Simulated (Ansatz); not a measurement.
# La2CoAs2F2: relaxing a made-up structure

This structure for La2CoAs2F2 is made up. Its elements were placed in a known structure type with a cell scaled to their sizes. What cell does the guess relax to, and how far off was it?

Calculated with Ansatz 0.2.0; DFT, PBEsol, plane-wave PAW, files of the set soft_1, scalar-relativistic, ferromagnetic start, cell and ions relaxed at zero pressure; PAW set soft_1.

### 1. The starting structure

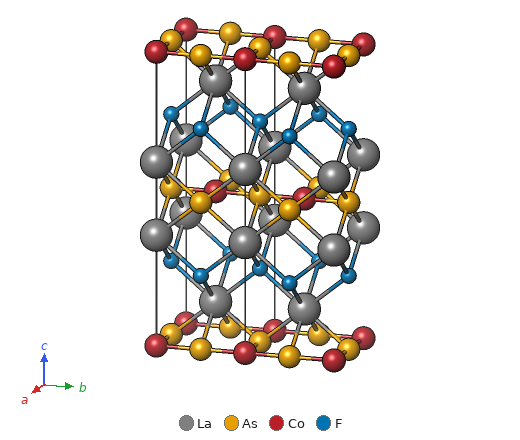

Start, viewed slightly off an axis; lanthanum grey, arsenic orange, cobalt red, fluorine blue. 1×2×1 cells are drawn. This picture shows the conventional cell, with its axes. Some periodic images of atoms are drawn too.

### 2. Relaxing cell and atoms

The guessed cell has no reason to be at equilibrium. It is relaxed with the atoms, within the space group of the guess.

input.yaml

```yaml
crystal:
  lattice:
    - [-2.1325, 2.1325, 6.9165]
    - [2.1325, -2.1325, 6.9165]
    - [2.1325, 2.1325, -6.9165]
  atoms:
    - { symbol: La, position: [0.6243, 0.6243, 0.0] }
    - { symbol: La, position: [0.3757, 0.3757, 0.0] }
    - { symbol: As, position: [0.0, 0.5, 0.5] }
    - { symbol: As, position: [0.5, 0.0, 0.5] }
    - { symbol: Co, position: [0.0, 0.0, 0.0], spin: 2.0 }
    - { symbol: F, position: [0.25, 0.75, 0.5] }
    - { symbol: F, position: [0.75, 0.25, 0.5] }
magnetization:
  spin_polarized: true
kpoints:
  mp_grid: { grid: [9, 9, 9] }
scf:
  occupations: { method: fermi_dirac, width: 0.05 }
hamiltonian:
  xc: pbesol
  pseudopotentials: { kind: paw, azcp: { folder: soft_1 }, xc_functional: pbe }
relax:
  f_tol: 0.015
  max_steps: 70
  cell: {}
output:
  forces: true
  stress: true
```

The run is started by

```bash
$ ansatz run input.yaml --threads 4 --pin off --max-ram 10240MiB --backend cpu --events-out ev --progress --plain --runs-dir out
```

Numbers of over 12 decimals in the logs are rounded to 6 here.

Output:

```text
basis.fft_grid_basis auto: the FFT boxes are laid along the combinations [[1, 0, 1], [0, 1, 1], [0, 0, 1]] of the cell's own vectors, 4.265, 4.265 and 7.545 Å long. The dense box has 30×30×54 points. Along the cell's own vectors, as sized, it would have 54×54×54, 3.24 times as many. Of the 16 symmetry operations that the crystal satisfies within crystal.symmetry.tolerance (time reversal apart; of a slab, those that k [...]
Engine: ansatz 0.2.0, aarch64-unknown-linux-gnu
Pseudopotentials: kind: paw
Pseudopotential: La, paw, valence charge 11, recommended cutoff 420 eV (normal), soft_1/La.paw.azcp
Pseudopotential: As, paw, valence charge 15, recommended cutoff 420 eV (normal), soft_1/As.paw.azcp
Pseudopotential: Co, paw, valence charge 17, recommended cutoff 420 eV (normal), soft_1/Co.paw.azcp
Pseudopotential: F, paw, valence charge 7, recommended cutoff 420 eV (normal), soft_1/F.paw.azcp
Functional definition: PBEsol
  exchange = pbesol_x
  correlation = pbesol_c
Crystal: 7 atoms, lattice volume = 125.813 Å³
Basis set: ecut = 420 eV, 2447 PW (Γ), FFT grids on a1+a3, a2+a3, a3, exchange–correlation on 60×60×108 points (8 copies of the dense FFT grid, shifted against one another)
Bands: 51, of which v1, the nominal top of the filled ones, is band 42 counted from 1 (41 counted from 0)
Symmetry: 16 space group operations
Space group: I4/mmm (ITA 139), of the structure as read, at distance tolerance 5.0e-5 Å
Magnetic group: BNS 139.531 (UNI 1191), of the structure as read, at distance tolerance 5.0e-5 Å
k-points: 75 of 729
Non-local potential: La, projectors of the file, l = 0: 3, l = 1: 2, l = 2: 2, l = 3: 3
Non-local potential: As, projectors of the file, l = 0: 2, l = 1: 2, l = 2: 3, l = 3: 1
Non-local potential: Co, projectors of the file, l = 0: 3, l = 1: 2, l = 2: 3, l = 3: 1
Non-local potential: F, projectors of the file, l = 0: 2, l = 1: 2, l = 2: 1
PAW form: soft (Blöchl's): semilocal exchange-correlation on the pseudo side does not see the compensation charge
PAW frozen core: La, regenerated for the run's functional, and the local potential with it (the file was generated under x = pbe(κ = 0.804, μ = 0.219515), c = pbe(β = 0.066725))
PAW frozen core: As, regenerated for the run's functional, and the local potential with it (the file was generated under x = pbe(κ = 0.804, μ = 0.219515), c = pbe(β = 0.066725))
PAW frozen core: Co, regenerated for the run's functional, and the local potential with it (the file was generated under x = pbe(κ = 0.804, μ = 0.219515), c = pbe(β = 0.066725))
PAW frozen core: F, regenerated for the run's functional, and the local potential with it (the file was generated under x = pbe(κ = 0.804, μ = 0.219515), c = pbe(β = 0.066725))
PAW one-centre angular grid: La, 590 points (default); XC on 64 Gauss nodes
PAW one-centre angular grid: As, 590 points (default); XC on 64 Gauss nodes
PAW one-centre angular grid: Co, 590 points (default); XC on 64 Gauss nodes
PAW one-centre angular grid: F, 110 points (default); XC on 64 Gauss nodes
Initial density: superposition of atomic densities (chi_scale 0.1, normalization cell, long waves kept (reshape's long-wave potential 0.92 eV rms))
Starting moments: Σ|m| = 2 μB on 1 of 7 sites
Initial wavefunctions: pseudopotential atomic-orbital guess
Functional: x = pbesol(κ = 0.804, μ = 0.123457), c = pbesol(β = 0.046)
SCF iter   1: F=—  HF=-28735.572215 eV  |F-HF|=—  |Δ(HF+E_count)|=         —  Δρ=3.39e-1 (↑3.24e-1 ↓3.39e-1)  dr2=1.16e3  dr2_m=1.48e0  M=1.358 μB ∫|m|=1.400 μB  β_m=0.30  ethr=3.10e-3  ⟨swp⟩=8.7  Hψ=35082  notcnv=0
Mixer restart at iter 1: flushing history
preconditioner: auto → Kerker (q_TF=auto, 2.546 Å⁻¹)  [metal: Δε(μ)=0.001 eV  Ē_g=9.422 eV  σ=0.050 eV  W_gap=0.00  n_scr=32 (ndim 8)  ℏωp=23.6 eV  f_vac=0.001  D(μ)=17.04/eV (n_scr^D=246)]
spin=Collinear: Kerker preconditioning applied to the charge; magnetization (m = ρ↑ − ρ↓) channel mixes plain (no charge-response kernel on spin).
SCF iter   2: F=—  HF=-28661.537846 eV  |F-HF|=—  |Δ(HF+E_count)|=    7.40e1  Δρ=9.25e-2 (↑9.25e-2 ↓8.78e-2)  dr2=4.15e1  dr2_m=3.20e-1  M=1.327 μB ∫|m|=1.478 μB  β_m=0.28  ethr=3.10e-3  ⟨swp⟩=14.3  Hψ=64843  notcnv=0  defer=92
SCF iter   3: F=—  HF=-28656.036832 eV  |F-HF|=—  |Δ(HF+E_count)|=    5.50e0  Δρ=5.37e-2 (↑4.86e-2 ↓5.37e-2)  dr2=2.91e1  dr2_m=3.60e-1  M=1.227 μB ∫|m|=1.393 μB  β_m=0.64  ethr=3.10e-3  ⟨swp⟩=5.0  Hψ=16251  notcnv=0  defer=363
SCF iter   4: F=—  HF=-28654.368540 eV  |F-HF|=—  |Δ(HF+E_count)|=    1.67e0  Δρ=8.81e-2 (↑8.81e-2 ↓6.90e-2)  dr2=4.43e1  dr2_m=2.89e-1  M=0.822 μB ∫|m|=1.164 μB  β_m=0.50  ethr=3.10e-3  ⟨swp⟩=14.6  Hψ=45729  notcnv=0  defer=695
SCF iter   5: F=—  HF=-28651.267797 eV  |F-HF|=—  |Δ(HF+E_count)|=    3.10e0  Δρ=3.79e-2 (↑3.24e-2 ↓3.79e-2)  dr2=1.37e1  dr2_m=1.47e-1  M=0.571 μB ∫|m|=0.843 μB  β_m=0.47  ethr=3.10e-3  ⟨swp⟩=8.5  Hψ=26620  notcnv=0  defer=483
SCF iter   6: F=—  HF=-28649.880123 eV  |F-HF|=—  |Δ(HF+E_count)|=    1.39e0  Δρ=2.99e-2 (↑2.99e-2 ↓2.23e-2)  dr2=7.27e0  dr2_m=7.42e-2  M=0.442 μB ∫|m|=0.709 μB  β_m=0.74  ethr=3.10e-3  ⟨swp⟩=6.3  Hψ=15368  notcnv=0  defer=443
[...]
greatest PAW one-centre occupation: 1.002 electrons in one spin orbital (limit 2), on the Co atom at site 4 (counted from 0), in its partial waves of l = 1
relax step   1: F+E_penalty+E_count = -28648.22530560 eV  Δ(F+E_penalty+E_count) = +0.000e0 eV  max|allowed force component| = 6.561e0 eV/Å  Δτ_max = 0.0000 Å  P = +18.441 GPa  Ω = 125.813 Å³  (22 SCF iters, dr2 threshold 1.00e-7 eV, accepted)
[... from here on, the SCF cycles and remarks between the steps are left out ...]
relax step   2: F+E_penalty+E_count = -28650.23834450 eV  Δ(F+E_penalty+E_count) = -2.013e0 eV  max|allowed force component| = 1.933e0 eV/Å  Δτ_max = 0.1950 Å  P = +6.389 GPa  Ω = 131.434 Å³  energy of the carried Pulay correction = -5.329e-3 eV  (15 SCF iters, dr2 threshold 7.00e-7 eV, accepted)
relax step   3: F+E_penalty+E_count = -28650.54364589 eV  Δ(F+E_penalty+E_count) = -3.053e-1 eV  max|allowed force component| = 4.507e-1 eV/Å  Δτ_max = 0.0878 Å  P = +2.423 GPa  Ω = 134.119 Å³  energy of the carried Pulay correction = -7.794e-3 eV  (12 SCF iters, dr2 threshold 7.00e-7 eV, accepted)
relax step   4: F+E_penalty+E_count = -28650.59070458 eV  Δ(F+E_penalty+E_count) = -4.706e-2 eV  max|allowed force component| = 6.574e-2 eV/Å  Δτ_max = 0.0337 Å  P = +0.625 GPa  Ω = 135.547 Å³  energy of the carried Pulay correction = -9.084e-3 eV  (12 SCF iters, dr2 threshold 7.00e-7 eV, accepted)
relax step   5: F+E_penalty+E_count = -28650.59279101 eV  Δ(F+E_penalty+E_count) = -2.086e-3 eV  max|allowed force component| = 1.897e-3 eV/Å  Δτ_max = 0.0067 Å  P = +0.100 GPa  Ω = 136.074 Å³  energy of the carried Pulay correction = -9.556e-3 eV  (11 SCF iters, dr2 threshold 7.00e-7 eV, accepted)
relax step   6: F+E_penalty+E_count = -28650.59273815 eV  Δ(F+E_penalty+E_count) = +5.286e-5 eV  max|allowed force component| = 3.773e-3 eV/Å  Δτ_max = 0.0001 Å  P = +0.017 GPa  Ω = 136.184 Å³  energy of the carried Pulay correction = -9.654e-3 eV  (11 SCF iters, dr2 threshold 3.52e-8 eV, accepted)
relax step   7: F+E_penalty+E_count = -28650.61031432 eV  Δ(F+E_penalty+E_count) = -1.758e-2 eV  max|allowed force component| = 4.508e-3 eV/Å  Δτ_max = 0.0000 Å  P = +0.240 GPa  Ω = 136.184 Å³  stress off target by 3.01e-1 GPa  SCF on the basis re-selected at this cell (its energy is not comparable with the rows above)  (14 SCF iters)
relax step   8: F+E_penalty+E_count = -28650.61036381 eV  Δ(F+E_penalty+E_count) = -4.949e-5 eV  max|allowed force component| = 2.600e-4 eV/Å  Δτ_max = 0.0004 Å  P = +0.015 GPa  Ω = 136.501 Å³  energy of the carried Pulay correction = -2.688e-4 eV  (11 SCF iters, dr2 threshold 2.27e-7 eV, accepted)
relax step   9: F+E_penalty+E_count = -28650.61063831 eV  Δ(F+E_penalty+E_count) = -2.745e-4 eV  max|allowed force component| = 2.219e-4 eV/Å  Δτ_max = 0.0000 Å  P = +0.016 GPa  Ω = 136.501 Å³  stress off target by 1.59e-2 GPa  SCF on the basis re-selected at this cell (its energy is not comparable with the rows above)  (10 SCF iters)
basis re-selected at this cell: Δ(F+E_penalty+E_count) = -2.745e-4 eV, ΔP = +0.001 GPa vs the last step (what re-selecting the basis moved, of the pressure what is left beyond the Pulay correction that the steps carried, after the strain that the cell walked since its last selection, with what the two solves' SCF thresholds leave and, on support functions, any second-order correction that the steps lacked; it is no m [...]
SCF converged after 10 iterations
Magnetization: -0.7400 μB (41.1300 up, 41.8700 down)
Absolute magnetization: 0.9870 μB (∫|ρ↑−ρ↓|, with the PAW one-centre terms)
Spin contamination: 0.0416 ħ² per cell (⟨S²⟩ above its minimum at these occupations)
Per-site moments (μB) at R_I (Å): [(-0.010596, 1.086929), (-0.010596, 1.086929), (-0.017809, 0.918406), (-0.017809, 0.918406), (-0.668596, 0.918406), (0.000198221, 1.086929), (0.000198221, 1.086929)]
Free energy (F): -28650.610638 eV
Harris-Foulkes:  -28650.610638 eV  (|F-HF|=2.91e-11)
Internal energy: -28650.581138 eV  (E = F + TS)
E sigma→0 (E₀):  -28650.595888 eV
Entropy (-TS):   -0.029500 eV (-4.214 meV/atom)
Fermi energy:    11.685867 eV
--- Per-component energies (eV) ---
  E_band       = -885.415857
  E_kinetic    = 1260.155186
  E_local      = -11205.493291  (includes V_loc(G=0)·N_el)
  E_nonlocal   = 16.472705
  E_hartree    = 5444.393493
  E_xc         = -669.033699
  E_vxc        = -753.715178  (∫ρ·V_xc dr)
  E_paw        = -16545.308064  (= ΣΔE_a)
  E_vpaw       = -1091.623929  (= ΣTr[D̂ρ^β])
  E_aug_tail   = 0.001342  (compensation charges beyond the density's cutoff)
  E_ewald      = -6954.313047
  E_core_change = 2.544238  (= ΣΔE_core)
  E_smearing   = -0.029500  (= −TS)
  E_closure    = 0.000000  (closes the sum)
  Σ components = -28650.610638   (vs F -28650.610638, Δ=0.00e0)
--- Forces (eV/Å), atoms counted from 1 ---
  atom   1  La     0.00000000    -0.00000000     0.00022188
  atom   2  La    -0.00000000    -0.00000000    -0.00022188
  atom   3  As    -0.00000000     0.00000000     0.00000000
  atom   4  As    -0.00000000     0.00000000     0.00000000
  atom   5  Co    -0.00000000     0.00000000     0.00000000
  atom   6  F      0.00000000     0.00000000     0.00000000
  atom   7  F      0.00000000     0.00000000     0.00000000
  max |Σ_I F_I| component: 1.95e-18 eV/Å
--- Stress (GPa, compression-positive) ---
        0.015901      -0.000000       0.000000
       -0.000000       0.015901      -0.000000
        0.000000      -0.000000       0.015643
  P = ⅓ Tr σ = 0.0158 GPa (0.158 kbar)
--- Relaxed structure (7 steps of the walk, 7 accepted, 2 SCFs on fresh bases) ---
  F+E_penalty+E_count = -28650.61063831 eV   max|allowed force component| = 2.219e-4 eV/Å   (the final SCF, on the basis selected at the relaxed cell)
  cell:  # Å, volume = 136.5011 Å³
    - [-2.226439, 2.226439, 6.884219]
    - [2.226439, -2.226439, 6.884219]
    - [2.226439, 2.226439, -6.884219]
  atoms:
    - { symbol: La, position: [0.647644, 0.647644, 0] }
    - { symbol: La, position: [0.352356, 0.352356, 0] }
    - { symbol: As, position: [-3.0525412034767854e-19, 0.5, 0.5] }
    - { symbol: As, position: [0.5, -3.052541203476795e-19, 0.5] }
    - { symbol: Co, position: [-3.052541203476786e-19, -3.0525412034767975e-19, 0] }
    - { symbol: F, position: [0.250000, 0.75, 0.5] }
    - { symbol: F, position: [0.75, 0.250000, 0.5] }
```

Run time: 4.3 min. Hardware: 4 threads of Arm Neoverse V2, shared host; peak memory 1.1 GiB; 17 min of CPU time.

The steps of the relaxation:

```tsv
step	energy less that of the first step (eV)	largest force component (eV/Å)	pressure (GPa)	volume (Å³)
1	0.0000	6.5613	18.44	125.81
2	-2.0130	1.9329	6.39	131.43
3	-2.3183	0.4507	2.42	134.12
4	-2.3654	0.0657	0.63	135.55
5	-2.3675	0.0019	0.10	136.07
6	-2.3674	0.0038	0.02	136.18
7*	-2.3850	0.0045	0.24	136.18
8	-2.3851	0.0003	0.01	136.50
9*	-2.3853	0.0002	0.02	136.50
```

Relaxation steps marked * repeat the geometry before them on a plane-wave basis chosen anew for their cell, so energy and pressure can jump there.

The run keeps the 16 symmetry operations that it works with, so distortions that break them were not tested.

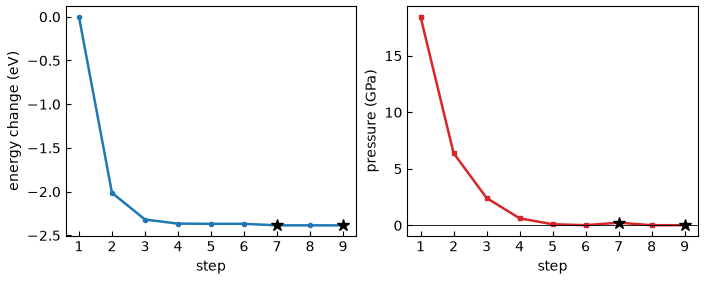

Energy and pressure along the relaxation. Stars mark steps on a basis chosen anew.

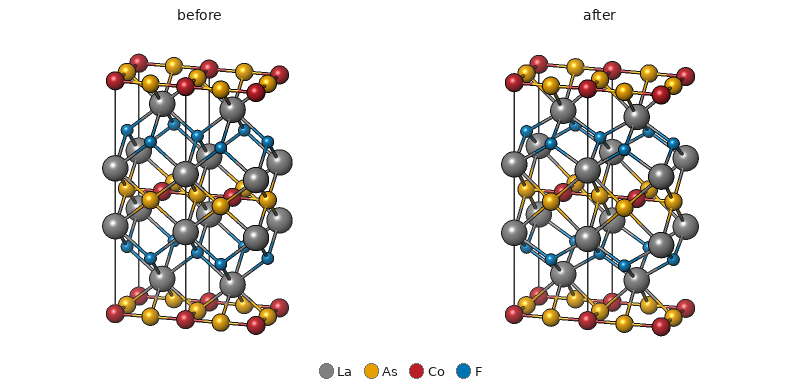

The structure before and after the relaxation, drawn at the same scale.

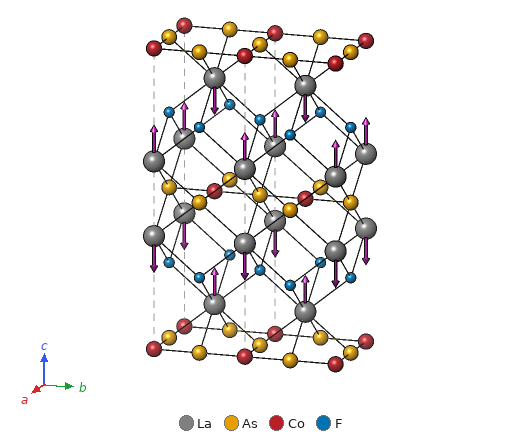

Displacements in the relaxation, exaggerated, measured against the changing cell; the longest in the cell stands for 0.32 Å. 1×2×1 conventional cells are drawn. Some periodic images of atoms are drawn too.

```tsv
conventional cell, symmetrised	before	after	change
a (Å)	4.265	4.453	+4.4 %
b (Å)	4.265	4.453	+4.4 %
c (Å)	13.833	13.768	-0.5 %
volume (Å³/atom)	17.97	19.50	+8.5 %
```

The atoms that moved most (Å, as changes of fractional coordinates times the final cell):

```tsv
atom	dx	dy	dz	length
La1	0.000	0.000	0.321	0.321
La2	0.000	0.000	-0.321	0.321
```

The relaxed structure:

```xyz
7
Lattice="-2.2264 2.2264 6.8842 2.2264 -2.2264 6.8842 2.2264 2.2264 -6.8842" Properties=species:S:1:pos:R:3 pbc="T T T"
La    0.0000    0.0000    8.9170
La    0.0000    0.0000    4.8514
As    2.2264    0.0000    0.0000
As    0.0000    2.2264    0.0000
Co    0.0000    0.0000    0.0000
F     2.2264    0.0000    3.4421
F     0.0000    2.2264    3.4421
```

This step gave:

```yaml
free_energy: -28650.6106 eV
energy_at_zero_smearing: -28650.5959 eV
smearing_term_ts: 0.02950 eV
fermi_energy: 11.69 eV
magnetization: -0.7400 μB
absolute_magnetization: 0.9870 μB
site_moments: -0.01060, -0.01060, -0.01781, -0.01781, -0.6686, 1.98e-4, 1.98e-4 μB
electrons: 83
symmetry_operations: 16
pressure: 0.01581 GPa
```

Site moment by atom:

```tsv
atom	site moment (μB)
La1	-0.011
La2	-0.011
As3	-0.018
As4	-0.018
Co5	-0.669
F6	0.000
F7	0.000
```

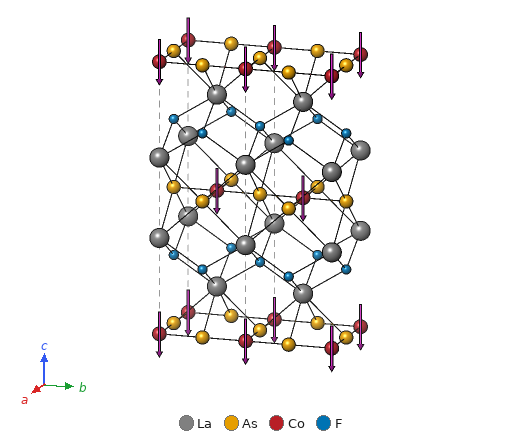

Site moment as arrows, the longest 0.669 μB. Up and down stand for the sign. Arrows give size and sign along the axis of quantisation, drawn up and down the page. 1×2×1 conventional cells are drawn. Some periodic images of atoms are drawn too.

Shortest distances by pair of elements, guess and relaxed (not always the same contact):

```tsv
pair	guess (Å)	relaxed (Å)
As–Co	2.132	2.226
F–La	2.752	2.635
As–La	2.739	3.015
F–F	3.016	3.149
As–As	3.016	3.149
```

The relaxation ends with a largest force component of 2.2e-4 eV/Å and a pressure of 0.02 GPa.

### 3. Outcome

* space group, relaxed: I4/mmm
* conventional cell: a = 4.453, b = 4.453, c = 13.768 Å; α = 90.0°, β = 90.0°, γ = 90.0°
* volume per atom: 19.50 Å³ (guess 17.97)
* total moment: 0.74 μB in the cell of 7 atoms

In words: La2CoAs2F2 relaxes to I4/mmm with a = 4.453, b = 4.453 and c = 13.768 Å. The guessed volume was 8 % too small. The space group I4/mmm was held in the relaxation, so the end point is a stationary structure within it and may be a saddle against distortions or other arrangements. The input starts from parallel moments, and no other start was typed. Mesh and cutoff weren't tested. Spin-orbit coupling is left out, which can matter for elements this heavy. No dispersion term is used, so weakly bound directions may come out too long. Nothing here tests whether the compound is stable against decomposition.

[Logs are printed without paths, hosts, clocks, repeated set-up lines and the standing remarks that a program may print on its own settings, such as how far it seeks lower states.]

[Hosts, paths, dates, database ids (printed as entryN), source tags and the programs' standing remarks are cut or masked in the printed files.]
